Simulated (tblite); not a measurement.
## C2H9OSi2 (charge −1): saddle-point search

- system: C2H9OSi2, charge −1
- method: GFN2-xTB saddle search (eigenvector following) and harmonic vibrations, gas phase (tblite 0.8.0)

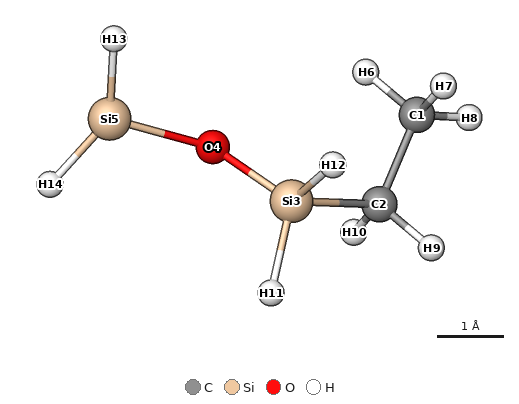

Figure 1. The starting structure (ball-and-stick view, seen at a tilt; atoms are numbered from 1 in the order of the input). Bond lengths as drawn: C–C 1.52 Å, C–H 1.09 to 1.10 Å, C–Si 1.90 Å, H–Si 1.40 to 1.48 Å and O–Si 1.56 to 1.75 Å.

## Input
```
{"job": {"xc": "GFN2-xTB", "basis": "xTB", "kind": "saddle"}, "charge": -1, "multiplicity": 1}
C     -1.949155    -0.247234     0.719752
C     -1.174575    -0.830669    -0.446885
Si     0.367068     0.190890    -0.880556
O      1.361059     0.133783     0.324288
Si     2.961022     0.747845     0.658930
H     -1.319900    -0.233041     1.607422
H     -2.244284     0.779753     0.503916
H     -2.854009    -0.822717     0.942000
H     -1.818305    -0.876767    -1.329582
H     -0.895314    -1.859922    -0.215626
H      0.894171    -0.370575    -2.143653
H     -0.113245     1.549761    -1.214779
H      2.865481     1.997758     1.280724
H      3.919988    -0.158866     0.194049
```

The first line tells a small driver script what to run in tblite; the rest is the geometry in Å.

Run as:
```bash
OMP_NUM_THREADS=1 python <driver script> task.json out
```

## Output
```
step      E/eV     max force
  0    -450.96862   0.5466
  1    -450.95318   0.1576
  2    -450.95296   0.1209
  3    -450.95443   0.2940
  4    -450.95452   0.0885
  5    -450.95616   0.0657
  6    -450.95956   0.0728
  7    -450.96342   0.1367
  8    -450.96110   0.0435
  9    -450.96354   0.0512
 10    -450.96648   0.0534
 11    -450.96940   0.0432
 12    -450.97361   0.0741
 13    -450.97773   0.0998
 14    -450.98194   0.1191
 15    -450.98681   0.1411
 16    -450.99227   0.0912
 17    -450.99847   0.1426
 18    -451.00442   0.1657
 19    -451.01001   0.1490
 20    -451.01345   0.3509
 21    -451.01299   0.0845
 22    -451.01679   0.0891
 23    -451.02030   0.1017
 24    -451.02372   0.1011
 25    -451.02794   0.1322
 26    -451.03216   0.0998
 27    -451.03594   0.1844
 28    -451.03427   0.0576
 29    -451.03668   0.0798
 30    -451.03884   0.0964
 31    -451.04098   0.0618
 32    -451.04310   0.1130
 33    -451.04207   0.0383
 34    -451.04333   0.0513
 35    -451.04442   0.0612
 36    -451.04545   0.0403
 37    -451.04645   0.0697
 38    -451.04715   0.0878
 39    -451.04768   0.0446
 40    -451.04787   0.0356
 41    -451.04796   0.0070
 42    -451.04797   0.0033
lowest wavenumbers (cm-1): -861.1 50.5 85.3 112.3 153.2 183.5
```

## Trajectory as extended XYZ (Å, eV, eV/Å), 12 frames, from step=0 to step=42
```
14
Properties=species:S:1:pos:R:3:forces:R:3 step=0 energy=-450.96862
C    -1.9492   -0.2472    0.7198    0.0050  -0.0060  -0.0110
C    -1.1746   -0.8307   -0.4469    0.0080  -0.0010   0.0000
Si    0.3671    0.1909   -0.8806   -0.0080   0.0000  -0.0100
O     1.3611    0.1338    0.3243   -0.0210   0.0430  -0.1000
Si    2.9610    0.7478    0.6589   -0.0050  -0.2500   0.4860
H    -1.3199   -0.2330    1.6074   -0.0080  -0.0040  -0.0090
H    -2.2443    0.7798    0.5039   -0.0060  -0.0170  -0.0150
H    -2.8540   -0.8227    0.9420    0.0130   0.0040   0.0230
H    -1.8183   -0.8768   -1.3296   -0.0030   0.0250   0.0140
H    -0.8953   -1.8599   -0.2156   -0.0020   0.0020   0.0130
H     0.8942   -0.3706   -2.1437    0.0070   0.0130   0.0060
H    -0.1132    1.5498   -1.2148    0.0190  -0.0050  -0.0080
H     2.8655    1.9978    1.2807   -0.0130   0.1140  -0.1830
H     3.9200   -0.1589    0.1940    0.0130   0.0820  -0.2050
14
Properties=species:S:1:pos:R:3:forces:R:3 step=3 energy=-450.95443
C    -1.8852   -0.2383    0.7501   -0.0170   0.0010   0.0240
C    -1.1955   -0.8097   -0.4726    0.0220   0.0040  -0.0060
Si    0.3628    0.1690   -0.9492    0.0140   0.0020   0.0110
O     1.3094    0.1932    0.2932   -0.0120   0.0080  -0.0170
Si    2.9101    0.7816    0.6739   -0.0510   0.2420   0.1590
H    -1.1881   -0.2172    1.5848   -0.0010   0.0010   0.0050
H    -2.2080    0.7843    0.5574   -0.0100   0.0080   0.0000
H    -2.7620   -0.8252    1.0453    0.0100   0.0140  -0.0050
H    -1.8851   -0.8059   -1.3197   -0.0180   0.0020  -0.0230
H    -0.9412   -1.8537   -0.2849    0.0110  -0.0250   0.0030
H     0.9315   -0.4920   -2.1441   -0.0020   0.0020   0.0150
H    -0.0902    1.5004   -1.4099    0.0060  -0.0170  -0.0010
H     2.7685    1.9176    1.4979    0.0360  -0.2410  -0.1510
H     3.8731   -0.1040    0.1779    0.0120  -0.0010  -0.0130
14
Properties=species:S:1:pos:R:3:forces:R:3 step=7 energy=-450.96342
C    -1.9075   -0.2273    0.7385    0.0010   0.0020  -0.0020
C    -1.1875   -0.8169   -0.4591   -0.0020   0.0000   0.0000
Si    0.3673    0.1690   -0.9304    0.0150   0.0010   0.0130
O     1.2957    0.2344    0.3239   -0.0110   0.0070  -0.0160
Si    2.9185    0.7837    0.6650    0.0670   0.0170   0.0120
H    -1.2271   -0.1789    1.5858   -0.0020   0.0020  -0.0020
H    -2.2404    0.7865    0.5171    0.0020  -0.0010  -0.0010
H    -2.7820   -0.8186    1.0293   -0.0010   0.0020   0.0000
H    -1.8619   -0.8389   -1.3192    0.0010  -0.0010   0.0030
H    -0.9240   -1.8543   -0.2445   -0.0020   0.0020   0.0010
H     0.9622   -0.5111   -2.1013    0.0020  -0.0030   0.0130
H    -0.0935    1.4839   -1.4305    0.0060  -0.0140  -0.0060
H     2.8187    1.8221    1.6050    0.0160  -0.1070  -0.0600
H     3.8616   -0.0335    0.0201   -0.0910   0.0920   0.0440
14
Properties=species:S:1:pos:R:3:forces:R:3 step=11 energy=-450.96940
C    -1.9111   -0.2216    0.7356   -0.0010   0.0020   0.0000
C    -1.1860   -0.8182   -0.4552    0.0000   0.0000   0.0010
Si    0.3701    0.1653   -0.9265    0.0050  -0.0020   0.0040
O     1.2860    0.2532    0.3348   -0.0060   0.0060  -0.0010
Si    2.9157    0.7848    0.6648    0.0140   0.0050   0.0030
H    -1.2332   -0.1649    1.5843   -0.0010   0.0020   0.0000
H    -2.2461    0.7895    0.5056    0.0000   0.0020  -0.0010
H    -2.7848   -0.8132    1.0285   -0.0010   0.0030  -0.0010
H    -1.8568   -0.8461   -1.3178    0.0000   0.0000   0.0000
H    -0.9228   -1.8539   -0.2329   -0.0020   0.0000   0.0020
H     0.9780   -0.5299   -2.0814    0.0050  -0.0080   0.0100
H    -0.0893    1.4704   -1.4528    0.0040  -0.0080  -0.0090
H     2.8339    1.7681    1.6592    0.0060  -0.0370   0.0010
H     3.8465    0.0163   -0.0461   -0.0240   0.0350  -0.0080
14
Properties=species:S:1:pos:R:3:forces:R:3 step=15 energy=-450.98681
C    -1.9247   -0.2059    0.7268   -0.0060   0.0010   0.0010
C    -1.1833   -0.8212   -0.4436    0.0060   0.0010  -0.0020
Si    0.3806    0.1509   -0.9098    0.0210   0.0020   0.0150
O     1.2638    0.2939    0.3698   -0.0200   0.0000  -0.0280
Si    2.9097    0.7914    0.6586    0.0730   0.0140   0.0100
H    -1.2570   -0.1299    1.5817    0.0040   0.0020   0.0090
H    -2.2616    0.7987    0.4739   -0.0020   0.0110  -0.0030
H    -2.7988   -0.7963    1.0209   -0.0030   0.0040  -0.0020
H    -1.8411   -0.8618   -1.3152   -0.0050   0.0000  -0.0080
H    -0.9248   -1.8534   -0.2015    0.0000  -0.0070   0.0030
H     1.0228   -0.5853   -2.0216   -0.0020  -0.0030   0.0200
H    -0.0683    1.4321   -1.5053    0.0120  -0.0230  -0.0020
H     2.8784    1.6155    1.7951    0.0120  -0.0920  -0.0750
H     3.8042    0.1716   -0.2298   -0.0910   0.0890   0.0610
14
Properties=species:S:1:pos:R:3:forces:R:3 step=19 energy=-451.01001
C    -1.8960   -0.1922    0.7450    0.0030   0.0060   0.0010
C    -1.2069   -0.8078   -0.4574   -0.0030  -0.0060  -0.0060
Si    0.4024    0.0905   -0.9160    0.0110   0.0010   0.0030
O     1.2235    0.3119    0.3925   -0.0120  -0.0030  -0.0290
Si    2.8596    0.8353    0.6687    0.0830  -0.0050  -0.0210
H    -1.2067   -0.1708    1.5869   -0.0190   0.0020  -0.0150
H    -2.1908    0.8344    0.5276    0.0080  -0.0170  -0.0020
H    -2.7904   -0.7507    1.0414    0.0030   0.0100  -0.0020
H    -1.8772   -0.7830   -1.3211    0.0160  -0.0040   0.0180
H    -1.0027   -1.8614   -0.2548   -0.0090   0.0240   0.0020
H     1.0808   -0.7418   -1.9373   -0.0100   0.0070   0.0230
H     0.0230    1.3316   -1.6362    0.0130  -0.0300   0.0110
H     2.8544    1.4553    1.9279    0.0110  -0.0610  -0.0710
H     3.7269    0.4486   -0.3672   -0.0940   0.0750   0.0880
14
Properties=species:S:1:pos:R:3:forces:R:3 step=22 energy=-451.01679
C    -1.9112   -0.1814    0.7335    0.0040   0.0030  -0.0040
C    -1.2000   -0.8156   -0.4460   -0.0070  -0.0020   0.0020
Si    0.4055    0.0878   -0.9044    0.0030  -0.0040   0.0020
O     1.2319    0.3043    0.4008    0.0000  -0.0030  -0.0040
Si    2.8690    0.8306    0.6619    0.0450   0.0050  -0.0060
H    -1.2346   -0.1355    1.5842   -0.0100   0.0020  -0.0080
H    -2.2127    0.8371    0.4898    0.0060  -0.0050  -0.0030
H    -2.8043   -0.7417    1.0296   -0.0030   0.0060  -0.0030
H    -1.8586   -0.8158   -1.3184    0.0080  -0.0020   0.0100
H    -0.9883   -1.8621   -0.2179   -0.0060   0.0100   0.0030
H     1.0797   -0.7371   -1.9330    0.0000  -0.0050   0.0090
H     0.0218    1.3307   -1.6167    0.0070  -0.0110   0.0010
H     2.8903    1.3779    1.9530    0.0080  -0.0440  -0.0470
H     3.7114    0.5209   -0.4165   -0.0560   0.0510   0.0470
14
Properties=species:S:1:pos:R:3:forces:R:3 step=26 energy=-451.03216
C    -1.9422   -0.1539    0.7067    0.0030   0.0020  -0.0040
C    -1.1894   -0.8346   -0.4196   -0.0060  -0.0020   0.0040
Si    0.4191    0.0629   -0.8742    0.0010  -0.0040   0.0000
O     1.2566    0.2623    0.4264    0.0040  -0.0020  -0.0010
Si    2.8838    0.8338    0.6450    0.0510   0.0090  -0.0110
H    -1.2980   -0.0731    1.5796   -0.0050   0.0020  -0.0060
H    -2.2343    0.8533    0.4107    0.0050  -0.0040  -0.0010
H    -2.8460   -0.7026    0.9923   -0.0010   0.0050  -0.0030
H    -1.8206   -0.8789   -1.3107    0.0040  -0.0020   0.0070
H    -0.9772   -1.8675   -0.1383   -0.0050   0.0060   0.0020
H     1.0804   -0.7543   -1.9177    0.0010  -0.0060   0.0040
H     0.0389    1.3148   -1.5720    0.0040  -0.0050  -0.0010
H     2.9796    1.1826    2.0005    0.0030  -0.0320  -0.0630
H     3.6494    0.7550   -0.5287   -0.0600   0.0320   0.0730
14
Properties=species:S:1:pos:R:3:forces:R:3 step=30 energy=-451.03884
C    -1.9638   -0.1361    0.6857    0.0060   0.0020  -0.0050
C    -1.1803   -0.8485   -0.3994   -0.0090  -0.0020   0.0050
Si    0.4256    0.0517   -0.8555    0.0020  -0.0030   0.0010
O     1.2780    0.2308    0.4383    0.0030  -0.0010  -0.0040
Si    2.8974    0.8309    0.6349    0.0480   0.0130  -0.0130
H    -1.3424   -0.0234    1.5716   -0.0050   0.0010  -0.0090
H    -2.2537    0.8593    0.3498    0.0070  -0.0070   0.0010
H    -2.8719   -0.6803    0.9664    0.0000   0.0040  -0.0020
H    -1.7926   -0.9311   -1.3009    0.0040  -0.0010   0.0100
H    -0.9630   -1.8682   -0.0770   -0.0060   0.0090  -0.0010
H     1.0738   -0.7507   -1.9192    0.0000  -0.0050   0.0030
H     0.0401    1.3141   -1.5310    0.0040  -0.0050  -0.0020
H     3.0461    1.0592    2.0110    0.0000  -0.0220  -0.0630
H     3.6067    0.8921   -0.5746   -0.0540   0.0170   0.0780
14
Properties=species:S:1:pos:R:3:forces:R:3 step=34 energy=-451.04333
C    -1.9750   -0.1223    0.6718    0.0030   0.0020  -0.0020
C    -1.1760   -0.8574   -0.3861   -0.0040  -0.0010   0.0020
Si    0.4317    0.0376   -0.8448    0.0010  -0.0030   0.0000
O     1.2922    0.2065    0.4448    0.0020  -0.0020  -0.0020
Si    2.9024    0.8331    0.6298    0.0240   0.0090  -0.0060
H    -1.3677    0.0082    1.5648   -0.0020   0.0010  -0.0040
H    -2.2583    0.8661    0.3109    0.0040  -0.0030   0.0000
H    -2.8881   -0.6596    0.9493    0.0000   0.0030  -0.0010
H    -1.7770   -0.9625   -1.2926    0.0020   0.0000   0.0050
H    -0.9601   -1.8684   -0.0375   -0.0030   0.0040   0.0000
H     1.0702   -0.7610   -1.9174    0.0000  -0.0040   0.0010
H     0.0479    1.3053   -1.5112    0.0030  -0.0030  -0.0010
H     3.0961    0.9605    2.0122   -0.0010  -0.0120  -0.0340
H     3.5616    1.0138   -0.5941   -0.0280   0.0090   0.0420
14
Properties=species:S:1:pos:R:3:forces:R:3 step=38 energy=-451.04715
C    -1.9799   -0.1007    0.6566    0.0000   0.0000  -0.0020
C    -1.1739   -0.8693   -0.3718   -0.0020   0.0000   0.0020
Si    0.4411    0.0078   -0.8386   -0.0010  -0.0010  -0.0010
O     1.3092    0.1673    0.4469    0.0050   0.0020  -0.0010
Si    2.8994    0.8431    0.6289    0.0410   0.0160  -0.0200
H    -1.3836    0.0459    1.5545    0.0000   0.0010  -0.0010
H    -2.2479    0.8811    0.2675    0.0010  -0.0020   0.0000
H    -2.9022   -0.6218    0.9346    0.0010   0.0020  -0.0010
H    -1.7661   -0.9966   -1.2811    0.0000   0.0000   0.0010
H    -0.9666   -1.8711    0.0068   -0.0010   0.0020   0.0000
H     1.0650   -0.7947   -1.9174    0.0000  -0.0010   0.0010
H     0.0666    1.2805   -1.5003    0.0000  -0.0010  -0.0010
H     3.1561    0.8198    2.0074   -0.0060  -0.0010  -0.0550
H     3.4828    1.2088   -0.5939   -0.0390  -0.0160   0.0770
14
Properties=species:S:1:pos:R:3:forces:R:3 step=42 energy=-451.04797
C    -1.9858   -0.0879    0.6446    0.0000   0.0000   0.0000
C    -1.1707   -0.8766   -0.3610    0.0000   0.0000   0.0000
Si    0.4453   -0.0050   -0.8344    0.0000   0.0000   0.0000
O     1.3213    0.1460    0.4469    0.0000   0.0000   0.0000
Si    2.9014    0.8446    0.6282    0.0010   0.0010   0.0000
H    -1.3973    0.0783    1.5442    0.0000   0.0000   0.0000
H    -2.2518    0.8852    0.2328    0.0000   0.0000   0.0000
H    -2.9098   -0.6041    0.9257    0.0000   0.0000   0.0000
H    -1.7561   -1.0247   -1.2715    0.0000   0.0000   0.0000
H    -0.9639   -1.8694    0.0406    0.0000   0.0000   0.0000
H     1.0593   -0.8052   -1.9207    0.0000   0.0000   0.0000
H     0.0721    1.2719   -1.4881    0.0000   0.0000   0.0000
H     3.2018    0.7339    1.9917    0.0000   0.0000  -0.0020
H     3.4343    1.3130   -0.5789   -0.0010  -0.0010   0.0030
```

## Results in brief

```json
{"quantity": "outcome", "value": "converged"}
{"quantity": "total energy", "value": "−451.0480 eV"}
{"quantity": "point group", "value": "C1"}
{"quantity": "hardware", "value": "1 CPU thread, shared host"}
{"quantity": "wall time", "value": "5.4 s"}
{"quantity": "peak memory", "value": "0.19 GiB"}
```
